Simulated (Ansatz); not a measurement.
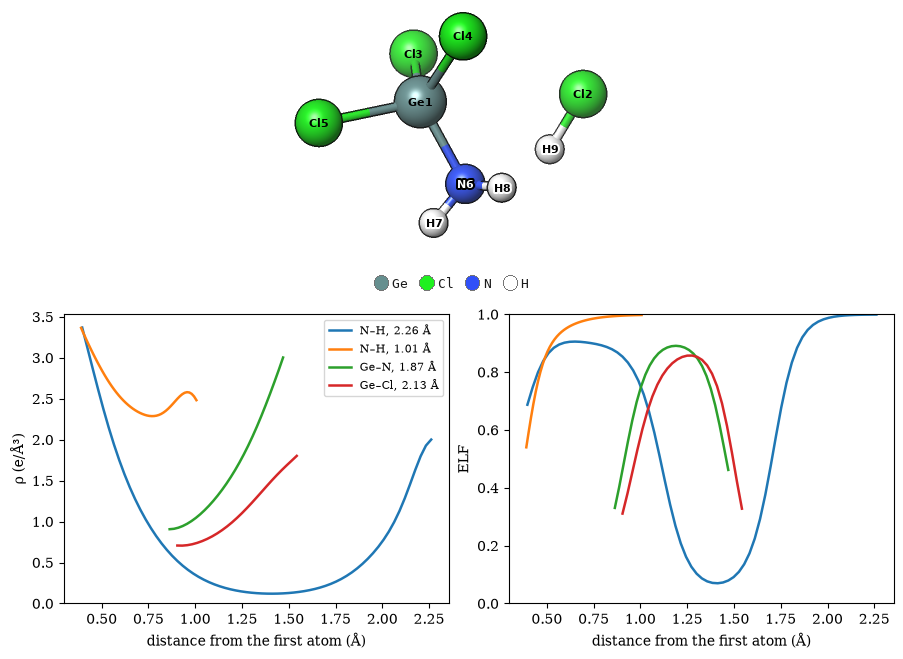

Figure. Cl3GeH2N···HCl. Total electron density and ELF along straight lines between neighbouring atoms. The curves leave out the atomic cores. The structure is drawn too.

Not at a stationary point (largest force 1.5 eV/Å).

The calculation used RHF/def2-SVP in Ansatz.

The calculation's input:

```
crystal:
  periodic: [false, false, false]
  atoms:
    - { symbol: Ge, position_ang: [0.0, 0.0, 0.0] }
    - { symbol: Cl, position_ang: [0.0, 0.0, 2.57] }
    - { symbol: Cl, position_ang: [2.0935, 0.0, -0.7393] }
    - { symbol: Cl, position_ang: [-1.0456, 1.8115, -0.7393] }
    - { symbol: Cl, position_ang: [-1.0456, -1.8115, -0.7393] }
    - { symbol: "N", position_ang: [-2.0973, 0.0, 0.6969] }
    - { symbol: H, position_ang: [-2.8173, -0.6071, 0.2106] }
    - { symbol: H, position_ang: [-2.3831, 0.6071, 1.5174] }
    - { symbol: H, position_ang: [-1.4594, 0.0, 1.8686] }
basis:
  gaussian: { orbitals: def2-SVP }
hamiltonian:
  xc: hf
relax:
  f_tol: 0.15
  max_steps: 25
  restrain:
    - { distance: [0, 5], at: 1.91, k: 30.0 }
    - { distance: [8, 1], at: 1.37, k: 30.0 }
    - { distance: [0, 1], at: 3.42, k: 30.0 }
    - { distance: [8, 5], at: 2.26, k: 30.0 }
output:
  orbitals: {}
```

Command:

```sh
ansatz run input.yaml --threads 4 --pin off --max-ram 5120MiB --backend cpu --events-out ev --progress --plain --runs-dir out
```

The fields are those of the run's last geometry, not of the input's.

What can be read from the curves?

N6···H9 (2.26 Å): the density falls to about 0.12 e/Å³ on the way; the ELF dips to about 0.05 between them.
N–H (1.01 Å): the density is about 2.8 e/Å³ at the midpoint; the ELF climbs to about 1 towards the hydrogen, as it does in any bond to H: an ordinary covalent bond to hydrogen.
Ge–N (1.87 Å): ρ is about 0.95 e/Å³ halfway; the ELF peaks at about 0.90 in the valence shell of N, 0.7 Å from its nucleus, and is about 0.55 at the midpoint.
Ge–Cl (2.13 Å): ρ at the midpoint is about 0.79 e/Å³, with its minimum of 0.71 e/Å³ about 0.9 Å from Ge; the ELF peaks at about 0.85 in the valence shell of Cl, 0.9 Å from its nucleus, and is about 0.70 at the midpoint.
